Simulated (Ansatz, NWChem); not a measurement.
**Ligand exchange: SbH2Cl + SiH3(InH2) → SiH3(SbH2) + InH2Cl**

Species: SbH2Cl `[Cl][SbH2]`, singlet; SiH3(InH2), singlet; SiH3(SbH2), singlet; InH2Cl `[Cl][InH2]`, singlet. The partners trade Cl for SiH3: Sb–Cl and In–SiH3 bonds give way to Sb–SiH3 and In–Cl.

Shapes, held fixed at every level: PBE0-D4/def2-TZVP. Programs: Ansatz 0.2.0. Electronic energies: no zero-point or thermal term.

```csv
level,kind,ΔE (kJ/mol),less CCSD(T)/def2-TZVPP
HF/def2-TZVPP,Hartree–Fock,-84.6,-2.3
B3LYP-D4/def2-TZVPP,global hybrid,-74.5,+7.8
PBE0-D4/def2-TZVPP,global hybrid,-77.6,+4.7
MP2/def2-SVP,perturbation theory,-97.0,-14.7
CCSD(T)/def2-SVP,coupled cluster or CI,-89.6,-7.3
CCSD/def2-TZVPP,coupled cluster or CI,-81.8,+0.5
CCSD(T)/def2-TZVPP,coupled cluster or CI,-82.3,0.0
```

The highest level, CCSD(T)/def2-TZVPP, gives ΔE = -82.3 kJ/mol; the levels span -97.0 to -74.5. The column of differences is taken from that level and isn't an error. No measured value is set beside it here. For atoms past krypton def2 sets carry core potentials with scalar relativity. Outer-core shells of In, Sb are correlated, in sets that cover them unevenly.

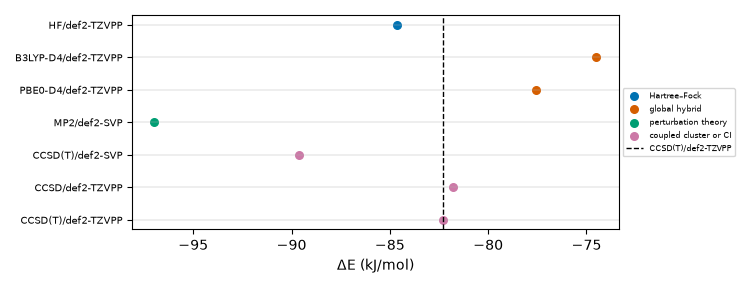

The values of the table, level by level.
